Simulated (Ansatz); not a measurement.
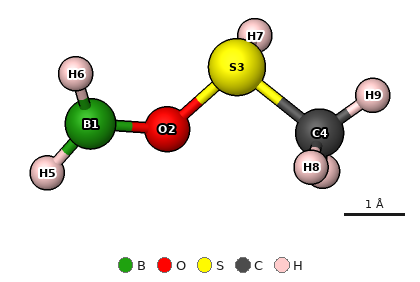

Figure 1. The structure as given in the input (ball-and-stick view, seen at a tilt; atoms are numbered from 1 in the order of the input). Bond lengths as drawn: B–H 1.20 Å, B–O 1.40 Å, C–H 1.10 Å, C–S 1.79 Å, H–S 1.37 Å and O–S 1.65 Å.

**Run report: CH6BOS (charge +1), nudged elastic band**

System: CH6BOS, charge +1.
Method: RKS r2SCAN-D4/def2-SVP (Ansatz 0.2.0).

It belongs to a series of runs on one base structure; here: band between the two ends. Figures and captions count atoms from 1; the log counts them from 0 in places.

**What the program printed**
```
Engine: ansatz 0.2.0, aarch64-unknown-linux-gnu
Functional definition: r2SCAN
  parameter k0 = 0.174
  parameter k1 = 0.065
  parameter a1 = 4.9479
  exchange = r2scan_x(k0 = k0, k1 = k1, a1 = a1)
  correlation = r2scan_c
1008 factors; their error is unknown
mean field evaluation 1: about -14662.7906 eV, gradient 8.0e1 eV
mean field evaluation 2: about -14602.5227 eV, gradient 1.7e2 eV
mean field evaluation 4: about -14675.2883 eV, gradient 1.9e1 eV
mean field evaluation 8: about -14676.0830 eV, gradient 2.3e-1 eV
mean field evaluation 16: about -14676.0413 eV, gradient 4.3e-5 eV
mean field -14676.04128114 eV, -539.3345693036 hartree, gradient 4.3e-5 eV, S^2 0.000000; 0 other end points of the search recorded, 0 dependent functions left out
the calculation of the forces begins
reference -14676.04129124 eV, -539.3345696751 hartree; 20, 20 occupied and 70, 70 virtual orbitals, 1008 factors
1008 factors; their error is unknown
mean field evaluation 32: about -14676.0413 eV, gradient 2.4e-4 eV
mean field -14676.04131360 eV, -539.3345704967 hartree, gradient 4.4e-5 eV, S^2 0.000000; 0 other end points of the search recorded, 0 dependent functions left out
[... from here on the field's lines of each further geometry are left out, up to the last ...]
NEB iter   1: max|band force component| = 1.863e0 eV/Å  barrier→ = 0.6555 eV  barrier← = 0.6555 eV  Δτ_max = 0.1867 Å  (244 SCF iters)
NEB iter   2: max|band force component| = 9.770e-1 eV/Å  barrier→ = 0.5917 eV  barrier← = 0.5918 eV  Δτ_max = 0.1997 Å  (206 SCF iters)
NEB iter   3: max|band force component| = 7.974e-1 eV/Å  barrier→ = 0.5621 eV  barrier← = 0.5621 eV  Δτ_max = 0.1257 Å  (222 SCF iters)
NEB iter   4: max|band force component| = 8.710e-1 eV/Å  barrier→ = 0.5092 eV  barrier← = 0.5092 eV  Δτ_max = 0.0553 Å  (206 SCF iters)
NEB iter   5: max|band force component| = 4.318e-1 eV/Å  barrier→ = 0.5107 eV  barrier← = 0.5107 eV  CI = image 4  Δτ_max = 0.0637 Å  (204 SCF iters)
NEB iter   6: max|band force component| = 2.904e-1 eV/Å  barrier→ = 0.5319 eV  barrier← = 0.5319 eV  CI = image 4  Δτ_max = 0.0631 Å  (203 SCF iters)
NEB iter   7: max|band force component| = 3.443e-1 eV/Å  barrier→ = 0.5396 eV  barrier← = 0.5396 eV  CI = image 4  Δτ_max = 0.0631 Å  (201 SCF iters)
NEB iter   8: max|band force component| = 2.316e-1 eV/Å  barrier→ = 0.5363 eV  barrier← = 0.5363 eV  CI = image 4  Δτ_max = 0.0215 Å  (206 SCF iters)
NEB iter   9: max|band force component| = 8.174e-2 eV/Å  barrier→ = 0.5335 eV  barrier← = 0.5335 eV  CI = image 4  Δτ_max = 0.0638 Å  (201 SCF iters)
NEB iter  10: max|band force component| = 3.821e-1 eV/Å  barrier→ = 0.5328 eV  barrier← = 0.5328 eV  CI = image 4  Δτ_max = 0.0315 Å  (204 SCF iters)
NEB iter  11: max|band force component| = 1.284e-1 eV/Å  barrier→ = 0.5307 eV  barrier← = 0.5307 eV  CI = image 4  Δτ_max = 0.0258 Å  (207 SCF iters)
the calculation of the forces begins
reference -14676.03272944 eV, -539.3342550347 hartree; 20, 20 occupied and 70, 70 virtual orbitals, 1008 factors
1008 factors; their error is unknown
mean field evaluation 832: about -14675.5111 eV, gradient 4.6e-4 eV
mean field -14675.51111591 eV, -539.3150860910 hartree, gradient 2.0e-5 eV, S^2 0.000000; 1 other end points of the search recorded, 0 dependent functions left out
the calculation of the forces begins
reference -14675.51112606 eV, -539.3150864639 hartree; 20, 20 occupied and 70, 70 virtual orbitals, 1008 factors
NEB iter  12: max|band force component| = 4.003e-2 eV/Å  barrier→ = 0.5304 eV  barrier← = 0.5304 eV  CI = image 4  Δτ_max = 0.0000 Å  (403 SCF iters)
```

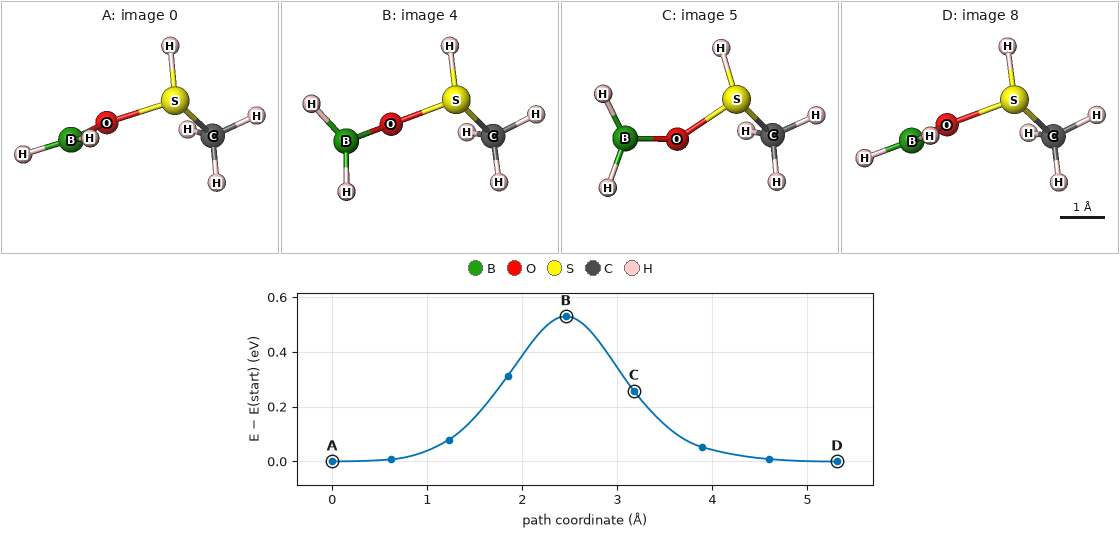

Figure 2. Images of the last band (counted from 0; ball-and-stick, seen at a tilt) above the energy along the path; the line is a cubic interpolation that uses the forces. The highest image is number 4, 0.530 eV above the start and 0.530 eV above the end (the climbing image); start and end have the same energy. The path is 5.31 Å long. The band converged in 12 iterations.

```
Total energy: -14675.54662549 eV, -539.3163910438 hartree
Atom 0 at    -1.128803     1.911925     0.426806 Å, force     0.003403     0.012259     0.003070 eV/Å
Atom 1 at    -0.375747     0.824977    -0.122845 Å, force     0.012205    -0.005491     0.005206 eV/Å
Atom 2 at     0.892920    -0.015086     0.316159 Å, force    -0.008202     0.009786    -0.002958 eV/Å
Atom 3 at     0.472474    -1.670067    -0.219828 Å, force     0.000337     0.000584    -0.001838 eV/Å
Atom 4 at    -0.799386     3.006288     0.068812 Å, force    -0.000073     0.002008     0.002838 eV/Å
Atom 5 at    -2.039458     1.614840     1.145743 Å, force    -0.004211    -0.012615    -0.006631 eV/Å
Atom 6 at     1.760328     0.286946    -0.705028 Å, force    -0.002589    -0.005621    -0.003581 eV/Å
Atom 7 at    -0.291227    -2.049265     0.473605 Å, force     0.000469     0.001984     0.002560 eV/Å
Atom 8 at     1.396026    -2.265592    -0.125691 Å, force     0.000151    -0.000811     0.000728 eV/Å
Atom 9 at     0.112862    -1.644976    -1.257730 Å, force    -0.001491    -0.002084     0.000606 eV/Å
Dipole moment:     0.389951    -0.346600    -0.091493 e Å
this run last wrote the band of iteration 12 to [file]
```

**The last band as extended XYZ (Å, eV, eV/Å)**
```
10
Properties=species:S:1:pos:R:3:forces:R:3 image=0 energy=-14676.07703
B    -0.9317    1.9128    0.5061    0.0017   0.0018  -0.0048
O    -0.2372    0.9549   -0.2421    0.0030  -0.0030   0.0059
S     0.7027   -0.1722    0.5187   -0.0123  -0.0025   0.0010
C     0.3010   -1.6355   -0.4306    0.0116   0.0053   0.0015
H    -1.5664    2.6512   -0.1893   -0.0029  -0.0023   0.0032
H    -0.8386    1.9116    1.7021    0.0014   0.0005  -0.0014
H     1.8849    0.1359   -0.0947    0.0028  -0.0007  -0.0042
H    -0.6935   -1.9672   -0.1004   -0.0013   0.0037  -0.0005
H     1.0555   -2.3952   -0.1671   -0.0042  -0.0006  -0.0011
H     0.3232   -1.3964   -1.5030    0.0003  -0.0021   0.0003
10
Properties=species:S:1:pos:R:3:forces:R:3 image=1 energy=-14676.06960
B    -0.9702    1.8420    0.4514   -0.0082   0.0023   0.0115
O    -0.0551    1.0783   -0.2816    0.0123  -0.0064  -0.0253
S     0.8350   -0.0909    0.4729   -0.0077  -0.0090   0.0210
C     0.2848   -1.5855   -0.3471    0.0154   0.0013  -0.0147
H    -1.5092    2.6729   -0.2197   -0.0116  -0.0204  -0.0070
H    -1.1336    1.6068    1.6165    0.0144   0.0124   0.0145
H     1.9790    0.1081   -0.2448    0.0071   0.0052   0.0021
H    -0.6779   -1.8683    0.1013   -0.0105   0.0117  -0.0054
H     1.0410   -2.3562   -0.1200   -0.0113   0.0035   0.0023
H     0.2063   -1.4072   -1.4289    0.0001  -0.0007   0.0010
10
Properties=species:S:1:pos:R:3:forces:R:3 image=2 energy=-14675.99696
B    -1.0118    1.8489    0.4197    0.0272  -0.0122   0.0013
O    -0.0159    1.1423   -0.2679    0.0497   0.0187  -0.0294
S     0.8726   -0.0604    0.4273   -0.0010   0.0151   0.0227
C     0.3053   -1.6061   -0.2853   -0.0218   0.0167  -0.0084
H    -1.3112    2.8526   -0.1586   -0.1295  -0.0661  -0.0656
H    -1.4558    1.4405    1.4568    0.1145  -0.0350   0.0479
H     1.9459    0.1242   -0.3930    0.0402  -0.0184   0.0570
H    -0.5477   -1.9622    0.3081   -0.0420   0.0389  -0.0235
H     1.1573   -2.2978   -0.1574   -0.0410   0.0004   0.0071
H     0.0611   -1.4818   -1.3498    0.0036   0.0421  -0.0091
10
Properties=species:S:1:pos:R:3:forces:R:3 image=3 energy=-14675.76531
B    -1.0741    1.8956    0.4315    0.0086  -0.0040  -0.0108
O    -0.1426    1.0646   -0.2298    0.2216   0.1656  -0.0892
S     0.8711   -0.0534    0.3665   -0.0433   0.0212   0.0397
C     0.3791   -1.6616   -0.2502   -0.0469   0.0003  -0.0096
H    -1.0491    2.9971   -0.0358   -0.2592  -0.0131  -0.1172
H    -1.7734    1.5004    1.3207    0.1919  -0.1355   0.1142
H     1.8385    0.1916   -0.5653    0.0657  -0.0677   0.1048
H    -0.4030   -2.0544    0.4124   -0.0621  -0.0001  -0.0223
H     1.2922   -2.2773   -0.1499   -0.0563   0.0104   0.0050
H     0.0612   -1.6025   -1.3001   -0.0199   0.0228  -0.0146
10
Properties=species:S:1:pos:R:3:forces:R:3 image=4 energy=-14675.54661
B    -1.1288    1.9119    0.4268    0.0034   0.0123   0.0031
O    -0.3757    0.8250   -0.1228    0.0122  -0.0055   0.0052
S     0.8929   -0.0151    0.3162   -0.0082   0.0098  -0.0030
C     0.4725   -1.6701   -0.2198    0.0003   0.0006  -0.0018
H    -0.7994    3.0063    0.0688   -0.0001   0.0020   0.0028
H    -2.0395    1.6148    1.1457   -0.0042  -0.0126  -0.0066
H     1.7603    0.2869   -0.7050   -0.0026  -0.0056  -0.0036
H    -0.2912   -2.0493    0.4736    0.0005   0.0020   0.0026
H     1.3960   -2.2656   -0.1257    0.0002  -0.0008   0.0007
H     0.1129   -1.6450   -1.2577   -0.0015  -0.0021   0.0006
10
Properties=species:S:1:pos:R:3:forces:R:3 image=5 energy=-14675.81885
B    -1.1482    1.8764    0.3913    0.0176  -0.0065  -0.0033
O    -0.5758    0.6077    0.1968   -0.1289  -0.1453   0.2229
S     0.9293    0.0185    0.3098    0.0311   0.0141  -0.0077
C     0.5631   -1.6593   -0.2012    0.0394  -0.0041   0.0010
H    -0.5721    2.8906    0.1189    0.2007  -0.0672   0.0829
H    -2.2557    1.7562    0.8286   -0.1172   0.1130  -0.1888
H     1.5772    0.4419   -0.8258   -0.1339   0.0856  -0.1051
H    -0.1849   -2.0292    0.5164    0.0538   0.0154   0.0170
H     1.4940   -2.2394   -0.1071    0.0352  -0.0024  -0.0250
H     0.1729   -1.6635   -1.2276    0.0021  -0.0026   0.0061
10
Properties=species:S:1:pos:R:3:forces:R:3 image=6 energy=-14676.02388
B    -1.1702    1.8366    0.3500    0.0021   0.0042   0.0032
O    -0.7377    0.5157    0.2207   -0.0086  -0.0238   0.0079
S     0.8507    0.0687    0.2945   -0.0243   0.0039  -0.0126
C     0.6461   -1.6544   -0.1425    0.0025   0.0008   0.0168
H    -0.3784    2.7386    0.3530    0.0464  -0.0252   0.0526
H    -2.3620    1.9035    0.4293   -0.0125   0.0313  -0.0600
H     1.3203    0.5335   -0.9069   -0.0417   0.0149  -0.0163
H     0.0046   -2.0813    0.6427    0.0289  -0.0126   0.0136
H     1.6428   -2.1216   -0.1063    0.0180   0.0153  -0.0143
H     0.1838   -1.7394   -1.1347   -0.0108  -0.0089   0.0092
10
Properties=species:S:1:pos:R:3:forces:R:3 image=7 energy=-14676.06834
B    -1.2249    1.8149    0.3365    0.0010   0.0030  -0.0068
O    -0.7693    0.5512   -0.0514   -0.0020   0.0018  -0.0088
S     0.8182    0.1385    0.1619   -0.0007   0.0030  -0.0069
C     0.6910   -1.6311   -0.0571   -0.0006  -0.0013   0.0027
H    -0.4460    2.6158    0.7754   -0.0010  -0.0064   0.0247
H    -2.4001    1.9474    0.1565    0.0006   0.0029  -0.0076
H     1.2952    0.4549   -1.0817   -0.0006  -0.0039  -0.0069
H     0.1716   -2.0187    0.8310    0.0056   0.0015   0.0062
H     1.7216   -2.0208   -0.0880    0.0014   0.0030  -0.0016
H     0.1428   -1.8521   -0.9831   -0.0036  -0.0037   0.0050
10
Properties=species:S:1:pos:R:3:forces:R:3 image=8 energy=-14676.07706
B    -0.9345    1.9110    0.5073   -0.0042   0.0087   0.0051
O    -0.2436    0.9524   -0.2424   -0.0027  -0.0115  -0.0037
S     0.7066   -0.1681    0.5149   -0.0076  -0.0058  -0.0047
C     0.3042   -1.6356   -0.4279    0.0149   0.0043   0.0003
H    -0.8275    1.9178    1.7022   -0.0014   0.0016  -0.0031
H    -1.5816    2.6412   -0.1854   -0.0004   0.0004   0.0038
H     1.8816    0.1436   -0.1099    0.0121  -0.0030   0.0015
H    -0.6902   -1.9659   -0.0960   -0.0043   0.0048   0.0009
H     1.0582   -2.3948   -0.1616   -0.0007   0.0018   0.0025
H     0.3268   -1.4015   -1.5012   -0.0056  -0.0014  -0.0026
```

The run was set up as follows.

**The input**
```yaml
crystal:
  periodic: [false, false, false]
  atoms:
    - { symbol: B, position_ang: [-0.931683, 1.912797, 0.50615] }
    - { symbol: O, position_ang: [-0.237227, 0.954857, -0.242067] }
    - { symbol: S, position_ang: [0.70271, -0.17217, 0.518724] }
    - { symbol: C, position_ang: [0.300973, -1.635461, -0.430582] }
    - { symbol: H, position_ang: [-1.566359, 2.6512, -0.189254] }
    - { symbol: H, position_ang: [-0.838554, 1.911641, 1.702092] }
    - { symbol: H, position_ang: [1.884924, 0.135934, -0.094659] }
    - { symbol: H, position_ang: [-0.693547, -1.967189, -0.100397] }
    - { symbol: H, position_ang: [1.055529, -2.39517, -0.16705] }
    - { symbol: H, position_ang: [0.323223, -1.396449, -1.502955] }
total_charge: 1
basis:
  gaussian: { orbitals: def2-SVP }
hamiltonian:
  xc: r2scan
  dispersion: d4
neb:
  order_check: false
  images: 7
  f_tol: 0.05
  max_iterations: 60
  initial_path: idpp
  final_atoms:
    - { symbol: B, position_ang: [-0.93198795, 1.91221811, 0.50758031] }
    - { symbol: O, position_ang: [-0.24124559, 0.95313832, -0.24174121] }
    - { symbol: S, position_ang: [0.705239, -0.17008233, 0.51619771] }
    - { symbol: C, position_ang: [0.30196039, -1.6356764, -0.42913476] }
    - { symbol: H, position_ang: [-0.8274091, 1.91736653, 1.70266161] }
    - { symbol: H, position_ang: [-1.57621437, 2.64438793, -0.18563263] }
    - { symbol: H, position_ang: [1.8821255, 0.14012092, -0.10581755] }
    - { symbol: H, position_ang: [-0.69374131, -1.96447965, -0.09979838] }
    - { symbol: H, position_ang: [1.05398511, -2.39665998, -0.16219283] }
    - { symbol: H, position_ang: [0.32727731, -1.40034346, -1.50212027] }
```

Launched with:
```bash
ansatz run input.yaml --threads 2 --pin off --max-ram 3072MiB --backend cpu --events-out ev --progress --plain --runs-dir out
```

**Summary**

```tsv
quantity	value
outcome	converged
barrier, forward	0.530 eV
barrier, backward	0.530 eV
hardware	2 threads of Arm Neoverse V1, 24 GiB of memory available, shared host
wall time	3.8 min (CPU time 7.4 min)
peak memory	0.14 GiB
```

**Notes**

The order of the saddle point was not checked.
